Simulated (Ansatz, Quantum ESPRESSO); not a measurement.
# N on hollow sites of W(110): the work function of the upper face at a withheld member of a series

Method. Quantum ESPRESSO 7.5, PBE, GBRV ultrasoft. Slabs of 3 layers, covered on the upper face; adsorbates and the top layer relax in a periodic cell, the rest is held (the clean slab relaxes both outer layers); a run under open boundaries (ESM, bc1) gives both vacuum levels. Cells of one to 9 surface sites carry the coverages, on meshes of like density; cold smearing of 0.02 Ry. The slabs take the lattice constants of the bulk relaxed by the same program. The series steps the coverage.

| coverage | work function of the upper face (eV) |
| --- | --- |
| 0 ML | 4.838 |
| 0.1111 ML | 4.976 |
| 0.1667 ML | 5.040 |
| 0.25 ML | 5.082 |
| 0.3333 ML | 5.406 |

**Question.** What is the work function of the upper face at 0.5 ML?

**Worked estimate.** The rows at 0.25 ML and 0.3333 ML give a slope of (5.406 − (5.082))/(0.3333 − (0.25)) = 3.89, so a straight line gives 6.054 eV. A parabola through these and the row at 0.1667 ML gives 6.901 eV.

What the calculation gave: 5.712 eV. The line misses by +0.342 and the parabola by +1.189 eV. The line does better here.

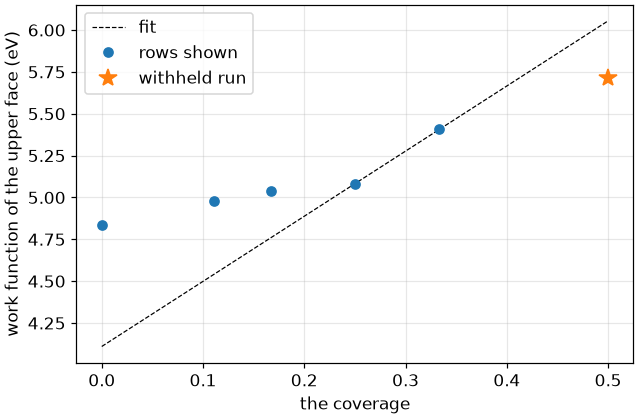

The rows shown, the fit and the withheld run.

**Limits.** Thin slabs, one site and one ordered pattern a coverage; no reconstruction or subsurface sites; meshes differ a little between cells. Members without a usable value, or on the other side of zero field or charge, are not listed.
